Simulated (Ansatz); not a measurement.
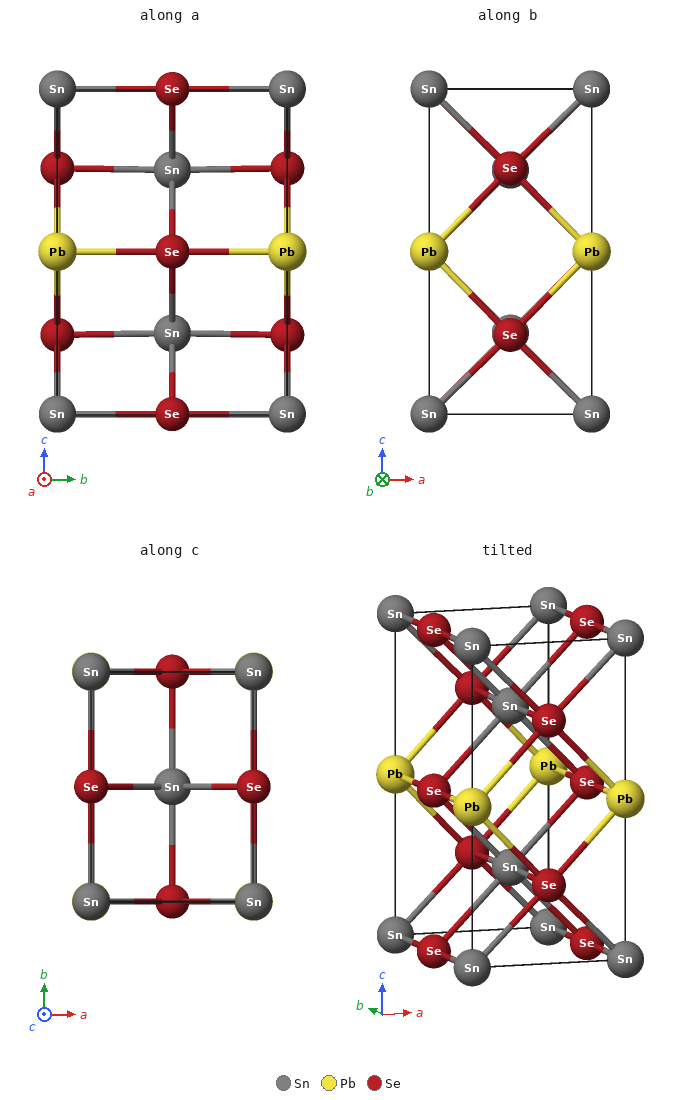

We look at a ball-and-stick model of the crystal along the a axis, along the b axis, along the c axis and slightly off an axis. The outline marks the conventional unit cell.

Lattice parameters: a = 4.3129 Å, b = 6.1019 Å, c = 8.6297 Å, α = 90.000°, β = 90.000°, γ = 90.000°.

Give the atomic positions as a CIF in P1 with every atom of the cell, with free fractional coordinates to two decimals.

```cif
data_structure
_symmetry_space_group_name_H-M 'P 1'
_symmetry_Int_Tables_number 1
_cell_length_a 4.3129
_cell_length_b 6.1019
_cell_length_c 8.6297
_cell_angle_alpha 90.000
_cell_angle_beta 90.000
_cell_angle_gamma 90.000
_cell_volume 227.11
loop_
_atom_site_label
_atom_site_type_symbol
_atom_site_fract_x
_atom_site_fract_y
_atom_site_fract_z
_atom_site_occupancy
Sn1 Sn 0.50 0.50 0.25 1
Sn2 Sn 0.50 0.50 0.75 1
Sn3 Sn 0.00 0.00 0.00 1
Pb1 Pb 0.00 0.00 0.50 1
Se1 Se 0.50 0.00 0.24 1
Se2 Se 0.00 0.50 0.50 1
Se3 Se 0.50 0.00 0.76 1
Se4 Se 0.00 0.50 0.00 1
```

Starting structure: a structure type filled with these elements by a generator (whether the compound takes this form wasn't checked). Earlier steps of the study may have refined or changed the cell and positions. It was run through Ansatz as a DFT input.
